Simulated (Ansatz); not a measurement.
# One shape, several levels: triplet SiH3OF

We compute a comparison of 6 runs (U-revPBE/STO-3G, U-wB97M-V/STO-3G, UBLYP/STO-3G, UBCCD(T)/STO-3G, UCCSD/STO-3G, UCCSD(T)/STO-3G) of triplet SiH3OF. 

The results are computed with Ansatz 0.2.0.

71 further runs of the same task are left out: 10 that didn't finish, 61 set aside as unsound or not needed.

## (1) Starting point

The species is SiH3OF (6 atoms), meant as a triplet with charge 0. SMILES of the parent species: `O[SiH2]F`. Geometry: relaxed at PBE0-D4/def2-TZVP. This is one conformer, not always the lowest. That shape belongs to the parent species and isn't relaxed for this state.

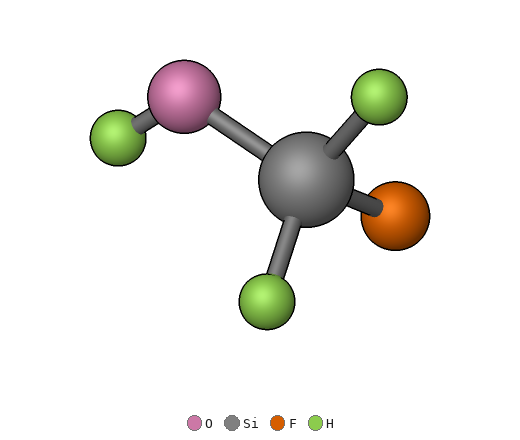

The structure, seen from a chosen angle (oxygen pink, silicon grey, fluorine orange, hydrogen green).

## (2) The energy at U-revPBE/STO-3G (run 1)

Input file molecule.yaml:

```yaml
crystal:
  periodic: [false, false, false]
  atoms:
    - {symbol: O, position_ang: [-0.853500, -0.209200, -0.924100]}
    - {symbol: Si, position_ang: [0.378300, -0.009300, 0.123900]}
    - {symbol: F, position_ang: [0.180800, -0.922800, 1.417800]}
    - {symbol: H, position_ang: [-1.714200, 0.150200, -0.705600]}
    - {symbol: H, position_ang: [1.595600, -0.458500, -0.575800]}
    - {symbol: H, position_ang: [0.455100, 1.385600, 0.617600]}
basis:
  gaussian:
    orbitals: STO-3G
magnetization:
  spin_polarized: true
  initial_magnetization: 2
hamiltonian:
  xc: {name: revPBE}
accuracy: high
```

On the command line:

```bash
$ ansatz run molecule.yaml --threads 1 --pin off --max-ram 2610MiB --events-out events.jsonl --progress --plain --runs-dir runs
```

Log:

```text
Warning: RAYON_NUM_THREADS=1 ignored (pool sized by the plan → 1); use --threads N
Functional definition: revPBE
  name "revPBE"
  parameter kappa = 1.245
  parameter beta = 0.06672455060314922
  exchange = pbe_x(kappa = kappa, mu = beta*pi^2/3)
  correlation = pbe_c(beta = beta)
413 factors; integrals over basis functions are off by at most 3.1e-8 eV
mean field evaluation 1: about -12512.2475 eV, gradient 2.4e1 eV
mean field evaluation 2: about -12461.9934 eV, gradient 9.3e1 eV
mean field evaluation 4: about -12516.5120 eV, gradient 1.5e1 eV
mean field evaluation 8: about -12516.0402 eV, gradient 1.8e1 eV
mean field evaluation 16: about -12518.7118 eV, gradient 9.0e-3 eV
mean field evaluation 32: about -12517.8993 eV, gradient 9.1e0 eV
mean field evaluation 64: about -12518.6093 eV, gradient 1.1e0 eV
mean field -12518.71183273 eV, -460.0541743652 hartree, gradient 1.8e-8 eV, S^2 2.001949; 6 other end points of the search recorded, 0 dependent functions left out
reference -12518.71183486 eV, -460.0541744434 hartree; 18, 16 occupied and 4, 6 virtual orbitals, 413 factors
Total energy: -12518.71183486 eV, -460.0541744434 hartree
```

Run time: 5.4 s. Hardware: 1 thread of Arm Neoverse V1, shared host; peak memory 0.14 GiB.

## (3) A single-point energy at U-wB97M-V/STO-3G (run 2)

Input file run.yaml:

```yaml
crystal:
  periodic: [false, false, false]
  atoms:
    - {symbol: O, position_ang: [-0.853500, -0.209200, -0.924100]}
    - {symbol: Si, position_ang: [0.378300, -0.009300, 0.123900]}
    - {symbol: F, position_ang: [0.180800, -0.922800, 1.417800]}
    - {symbol: H, position_ang: [-1.714200, 0.150200, -0.705600]}
    - {symbol: H, position_ang: [1.595600, -0.458500, -0.575800]}
    - {symbol: H, position_ang: [0.455100, 1.385600, 0.617600]}
basis:
  gaussian:
    orbitals: STO-3G
accuracy: high
magnetization:
  spin_polarized: true
  initial_magnetization: 2
hamiltonian:
  xc: {name: wB97M-V}
```

On the command line:

```bash
$ ansatz run run.yaml --threads 1 --pin off --max-ram 2610MiB --events-out events.jsonl --progress --plain --runs-dir runs
```

Log, shortened:

```text
Warning: RAYON_NUM_THREADS=1 ignored (pool sized by the plan → 1); use --threads N
Functional definition: wB97M-V
  name "wB97M-V"
[...]
  gx(w, u) = 1 - cx + cx01*u + cx10*w
  gss(w, u) = css00 + css04*u^4 + css10*w + css20*w^2 + css43*w^4*u^3
  gos(w, u) = cos00 + cos10*w + (cos20 + cos21*u)*w^2 + (cos60 + cos61*u)*w^6
[...]
      + integral(e_c_pw_mod_opposite_spin*gos(b97_w_opposite, b97_u_opposite)) + vv10(b, c)
413 factors; integrals over basis functions are off by at most 3.1e-8 eV
158 factors; integrals over basis functions are off by at most 8.0e-10 eV
[...]
mean field -12521.99095271 eV, -460.1746798020 hartree, gradient 6.8e-8 eV, S^2 2.001744; 2 other end points of the search recorded, 0 dependent functions left out
reference -12521.99095504 eV, -460.1746798874 hartree; 18, 16 occupied and 4, 6 virtual orbitals, 413 factors
Total energy: -12521.99095504 eV, -460.1746798874 hartree
```

Wall time 39 s (1 thread of Arm Neoverse V1, shared host); peak memory 0.56 GiB.

Runs 3 to 4 aren't shown in full; the table further down has their settings and results.

## (4) The energy at UCCSD/STO-3G (run 5)

Input file run.yaml:

```yaml
crystal:
  periodic: [false, false, false]
  atoms:
    - symbol: O
      position_ang: [-0.853500, -0.209200, -0.924100]
    - symbol: Si
      position_ang: [0.378300, -0.009300, 0.123900]
    - symbol: F
      position_ang: [0.180800, -0.922800, 1.417800]
    - symbol: H
      position_ang: [-1.714200, 0.150200, -0.705600]
    - symbol: H
      position_ang: [1.595600, -0.458500, -0.575800]
    - symbol: H
      position_ang: [0.455100, 1.385600, 0.617600]
basis:
  gaussian:
    orbitals: STO-3G
magnetization:
  spin_polarized: true
  initial_magnetization: 2
accuracy: high
scf:
  omitted_lower_state_checks: [cluster_reference, increment]
correlation:
  method: ccsd
  frozen_orbitals: {F: 1, H: 0, O: 1, Si: 5}
```

On the command line:

```bash
$ ansatz run run.yaml --threads 1 --pin off --max-ram 2610MiB --events-out events.jsonl --progress --plain --runs-dir runs
```

Log:

```text
Warning: RAYON_NUM_THREADS=1 ignored (pool sized by the plan → 1); use --threads N
[... 15 lines left out ...]
7 core orbitals not correlated: weight in the atoms' cores, before any rotation towards them, 1.000 or more for the frozen orbitals, at most 0.000 for the correlated occupied ones
[... 46 lines left out ...]
Total energy: -12489.98366028 eV, -458.9984335002 hartree
Checks for a lower state left out: cluster_reference, increment
```

It took 0.85 s on 1 thread of Arm Neoverse V1, shared host.

## (5) A single-point energy at UCCSD(T)/STO-3G (run 6)

molecule.yaml: that of step 2 with these lines changed.

```diff
@@ -10,9 +10,6 @@
 basis:
-  gaussian:
-    orbitals: STO-3G
-magnetization:
-  spin_polarized: true
-  initial_magnetization: 2
-hamiltonian:
-  xc: {name: revPBE}
+  gaussian: {orbitals: STO-3G}
+magnetization: {spin_polarized: true, initial_magnetization: 2}
+correlation: {method: ccsd_t, frozen_orbitals: {F: 1, H: 0, O: 1, Si: 5}}
 accuracy: high
+scf: {omitted_lower_state_checks: [cluster_reference, increment]}
```

On the command line:

```bash
$ ansatz run molecule.yaml --threads 1 --pin off --max-ram 2610MiB --events-out events.jsonl --progress --plain --runs-dir runs
```

Log:

```text
Warning: RAYON_NUM_THREADS=1 ignored (pool sized by the plan → 1); use --threads N
[... 15 lines left out ...]
7 core orbitals not correlated: weight in the atoms' cores, before any rotation towards them, 1.000 or more for the frozen orbitals, at most 0.000 for the correlated occupied ones
[... 47 lines left out ...]
Total energy: -12490.05341311 eV, -459.0009968694 hartree
Checks for a lower state left out: cluster_reference, increment
```

Run time: 0.83 s. Hardware: 1 thread of Arm Neoverse V1, shared host.

## (6) All runs side by side

```csv
run,level,frozen core orbitals,energy (Eh),⟨S²⟩,wall time
1,U-revPBE/STO-3G,–,-460.054174,2.002,5.4 s
2,U-wB97M-V/STO-3G,–,-460.174680,2.002,39 s
3,UBLYP/STO-3G,–,-460.069972,2.003,5.4 s
4,UBCCD(T)/STO-3G,7,-459.000964,2.003,1.1 s
5,UCCSD/STO-3G,7,-458.998434,2.003,0.85 s
6,UCCSD(T)/STO-3G,7,-459.000997,2.003,0.83 s
```

## (7) Outcome

```
                                          quantity          value
                               run 6: total energy  -459.00100 Eh
run 6: correlation energy (7 core orbitals frozen)      -97.7 mEh
                             run 6: (T) correction      -2.56 mEh
          run 6: ⟨S²⟩ of the reference determinant          2.003
                              run 6: T1 diagnostic          0.014
```

Totals of different functionals can't be ranked against each other. In runs 1, 2, 3, 4, 5, 6 the basis is minimal, so the values are rough. All runs together took 53 s, the longest 39 s.
